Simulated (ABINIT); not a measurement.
# CsSrF3 (Pm-3m): G0W0 with ABINIT, start to end, part 3 of 3

How does a plane-wave GW calculation on CsSrF3 (Pm-3m) run from the first input to the gap?

ABINIT 10.8.3; LDA and many-body steps on it, plane waves. Known limits of the many-body steps: not at the basis limit; no spin-orbit coupling; coarse k mesh.

So far. Step 4 (Empty states on the mesh, 2×2×2 mesh, 99 bands): On this mesh the gap is 6.076 eV. Step 5 (Screening, 2×2×2 mesh, 91 bands, screening to 106.1 eV): Local fields lower ε∞ by 10 %. On a Γ-centred mesh this coarse the value itself is usually too large, while a short band sum pulls it down.

## 6. Self-energy, 2×2×2 mesh, 91 bands, screening to 106.1 eV

The self-energy is evaluated for the states that the input lists, and the levels follow from it, in one-shot runs by the linearised quasiparticle equation.

This step: G0W0 on LDA, plane waves, norm-conserving pseudopotentials.

Contents of run.abi:

```
acell 3*1.0 Angstrom
rprim 
  4.763247010000 0.000000000000 0.000000000000
  0.000000000000 4.763247010000 0.000000000000
  0.000000000000 0.000000000000 4.763247010000
ntypat 3
znucl 55 38 9
natom 5
typat 1 2 3 3 3
xred 
  0.000000000000 0.000000000000 0.000000000000
  0.500000000000 0.500000000000 0.500000000000
  0.000000000000 0.500000000000 0.500000000000
  0.500000000000 0.000000000000 0.500000000000
  0.500000000000 0.500000000000 0.000000000000
pp_dirpath "pseudos"
pseudos "Cs.upf, Sr.upf, F.upf"
ecut 36
ngkpt 2 2 2
nshiftk 1
shiftk 0 0 0
kptopt 1
chksymbreak 0
istwfk *1
occopt 1
irdwfk 1
optdriver 4
nband 91
gwcalctyp 0
ecutsigx 36
symsigma 1
nkptgw 1
kptgw 
  0.0000000000 0.0000000000 0.0000000000
bdgw 
  18 23
ecuteps 3.9
irdscr 1
ppmodel 1
indata_prefix "in"
outdata_prefix "out"
tmpdata_prefix "tmp"
```

The run is started by

```sh
> OMP_NUM_THREADS=1 mpirun -n 8 abinit run.abi > log
```

Numbers of over 12 decimals in the logs are rounded to 6 here.

Log:

```text
.Version 10.8.3 of ABINIT. v10.8.2 released Aug 2026.

 Symmetries : space group Pm -3 m (#221); Bravais cP (primitive cubic)
[... echo of the input left out ...]
== DATASET  1 ==================================================================
-   mpi_nproc: 8, omp_nthreads: 1 (-1 if OMP is not activated)

--- !DatasetInfo
iteration_state: {dtset: 1, }
dimensions: {natom: 5, nkpt: 4, mband: 91, nsppol: 1, nspinor: 1, nspden: 1, mpw: 7568, }
cutoff_energies: {ecut:  36.0, pawecutdg:  -1.0, }
electrons: {nelect:   4.00000000E+01, charge:   0.00000000E+00, occopt:   1.00000000E+00, tsmear:   1.00000000E-02, }

 SIGMA: Calculation of the GW corrections

 Based on a program developped by R.W. Godby, V. Olevano, G. Onida, and L. Reining.
 Incorporated in ABINIT by V. Olevano, G.-M. Rignanese, and M. Torrent.
.Using double precision arithmetic ; gwpc =  8

[... cell and pseudopotentials left out ...]
--------------------------------------------------------------------------------

 ==== K-mesh for the wavefunctions ====
 Number of points in the irreducible wedge :     4
[... list of points left out ...]
 Together with 48 symmetry operations and time-reversal symmetry
 yields     8 points in the full Brillouin Zone.

 ==== Q-mesh for screening function ====
 Number of points in the irreducible wedge :     4
[... list of points left out ...]
 Together with 48 symmetry operations and time-reversal symmetry
 yields     8 points in the full Brillouin Zone.

 vcoul_init : cutoff-mode = AUXILIARY_FUNCTION
 q-points for optical limit:   1
     1)      0.000010    0.000020    0.000030
 setmesh: FFT mesh size selected  =    50x   50x   50
          total number of points  =       125000

 Number of electrons calculated from density =   40.0000; Expected =   40.0000
 average of density, n =  0.054847
 r_s =    1.6327
 omega_plasma =   22.5909 [eV]

 === KS Band Gaps ===
  >>>> For spin  1
   Minimum direct gap =   6.0761 [eV], located at k-point      :   0.0000  0.0000  0.0000
   Fundamental gap    =   6.0761 [eV], Top of valence bands at :   0.0000  0.0000  0.0000
                                       Bottom of conduction at :   0.0000  0.0000  0.0000
 SIGMA fundamental parameters:
 PLASMON POLE MODEL  1
 number of plane-waves for SigmaX                 7497
 number of plane-waves for SigmaC and W            257
 number of plane-waves for wavefunctions          7497
 number of bands                                    91
 number of independent spin polarizations            1
 number of spinorial components                      1
 number of k-points in IBZ                           4
 number of q-points in IBZ                           4
 number of symmetry operations                      48
 number of k-points in BZ                            8
 number of q-points in BZ                            8
 number of frequencies for dSigma/dE                 9
 frequency step for dSigma/dE [eV]                0.25
 number of omega for Sigma on real axis              0
 max omega for Sigma on real axis  [eV]           0.00
 zcut for avoiding poles [eV]                     0.10

 EPSILON^-1 parameters (SCR file):
 dimension of the eps^-1 matrix on file            257
 dimension of the eps^-1 matrix used               257
 number of plane-waves for wavefunctions          7497
 number of bands                                    91
 number of q-points in IBZ                           4
 number of frequencies                               2
 number of real frequencies                          1
 number of imag frequencies                          1

 matrix elements of self-energy operator (all in [eV])

 Perturbative Calculation

--- !SelfEnergy_ee
iteration_state: {dtset: 1, }
kpoint     : [   0.000,    0.000,    0.000, ]
spin       : 1
KS_gap     :    6.076
QP_gap     :    9.580
Delta_QP_KS:    3.504
data: !SigmaeeData |
     Band     E0 <VxcDFT>   SigX SigC(E0)      Z dSigC/dE  Sig(E)    E-E0       E
       18  -0.049 -22.169 -29.627   5.257   0.797  -0.255 -23.923  -1.754  -1.803
       19  -0.049 -22.169 -29.627   5.257   0.797  -0.255 -23.923  -1.754  -1.803
       20  -0.049 -22.169 -29.627   5.257   0.797  -0.255 -23.923  -1.754  -1.803
       21   6.027  -8.532  -3.827  -2.733   0.887  -0.127  -6.782   1.750   7.777
       22   7.583  -8.104  -3.462  -2.644   0.886  -0.129  -6.334   1.770   9.353
       23   7.583  -8.104  -3.462  -2.644   0.886  -0.129  -6.334   1.770   9.353

== END DATASET(S) ==============================================================
================================================================================

 -outvars: echo values of variables after computation  --------
           etotal      0.0000000000E+00
            nband          91
             nkpt           4
          spgroup         221
 [... the other variables as echoed above ...]

 Calculation completed.
```

Wall time 7.7 s (8 MPI ranks of Arm Neoverse N1, shared host); peak memory 1.4 GiB; 61 s of CPU time.

This step gave:

| Quantity | Value |
| --- | --- |
| G0W0 gap on the points computed | 9.58 eV |
| starting gap on the mesh | 6.076 eV |
| k of the valence top | 0, 0, 0 |
| k of the conduction bottom | 0, 0, 0 |
| Z at the valence top | 0.797 |
| Z at the conduction bottom | 0.887 |
| least direct G0W0 gap on the computed points | 9.58 eV |

The gap on the mesh goes from 6.08 eV to 9.58 eV, a correction of +3.50 eV.

Limits: finite bands, cutoff and mesh; no spin-orbit coupling; coarse k mesh. v1 is the top filled band, c1 the lowest empty one. The levels before and after the correction (eV, zero at the valence-band top of each column):

```csv
,conduction bottom,valence top
Kohn-Sham,6.08,0.00
G0W0,9.58,0.00
```

```csv
,level,energy (eV)
Kohn-Sham,Γ v3-v1,0.000
Kohn-Sham,Γ c1,6.076
Kohn-Sham,Γ c2-c3,7.631
G0W0,Γ v3-v1,0.000
G0W0,Γ c1,9.580
G0W0,Γ c2-c3,11.156
```

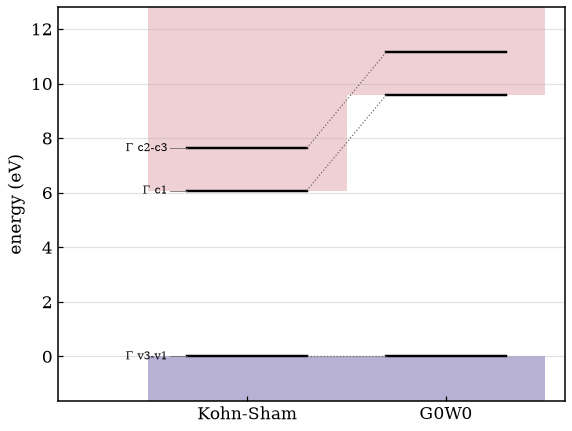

Levels before and after the correction. Shaded: valence and conduction bands.

## 7. Where the time went

Times are wall times on the hardware named with each run, good to a factor of about two.

```csv
step,time,share,memory (GiB)
ground state,36 s,21 %,0.68
bands along the symmetry lines,75 s,44 %,0.7
empty states on the mesh,35 s,21 %,0.36
screening,18 s,11 %,2.0
self-energy,7.7 s,4 %,1.4
```

## 8. Results

```
LDA gap              : 6.08 eV, direct
G0W0 gap on the mesh : 9.58 eV
GW settings          : 2×2×2 mesh, 91 bands, screening to 106.1 eV, Godby-Needs plasmon pole
known limits         : not at the basis limit; no spin-orbit coupling; coarse k mesh
```

In words: G0W0 moves the gap on the mesh from 6.08 eV to 9.58 eV (+3.50 eV), with Z of 0.80 and 0.89 at the edges. Local fields lower the RPA ε∞ on this mesh from 2.51 to 2.27; a Γ-centred mesh this coarse tends to raise both, most where the direct gap is narrow, while a short band sum lowers them. Only 1 of the mesh's irreducible points was corrected, so a valley elsewhere could overtake. The dearest step here is «bands along the symmetry lines». Bands and cutoff are finite, so the gap is not at the basis limit. The miss can reach some tenths of an eV and take either sign; the mesh is an error of its own. In the G0W0 run levels were corrected at 1 k point alone, so a gap called «on the mesh» is the least over those, and an edge elsewhere would be missed. The 2×2×2 mesh is coarse for this cell, which bears on the long-range parts of exchange and screening. This is the ideal cubic cell; many perovskites, halides above all, are cubic only on average, and local tilts or off-centring can widen the gap. The many-body steps are scalar-relativistic: spin-orbit coupling is not in them.

[Paths, hosts, dates, memory and timing lines, banners, echoed tables and standing remarks are left out of the program output.]

[Logs are printed without paths, hosts, clocks, repeated set-up lines and the standing remarks that a program may print on its own settings, such as how far it seeks lower states.]

[Runs of the session that timed out or met a known fault of the program may be left out.]

[Hosts, paths, dates, database ids (printed as entryN), source tags and the programs' standing remarks are cut or masked in the printed files.]

[G0W0 gaps are taken among the corrected bands and points alone; a level outside them can change the order at an edge.]

[Where Ansatz stands beside ABINIT at settings called matched, ABINIT's density can come from a denser mesh and the files from another edition; pairs whose starting gaps differed by over 0.03 eV were left out, so agreement reads better than it is.]
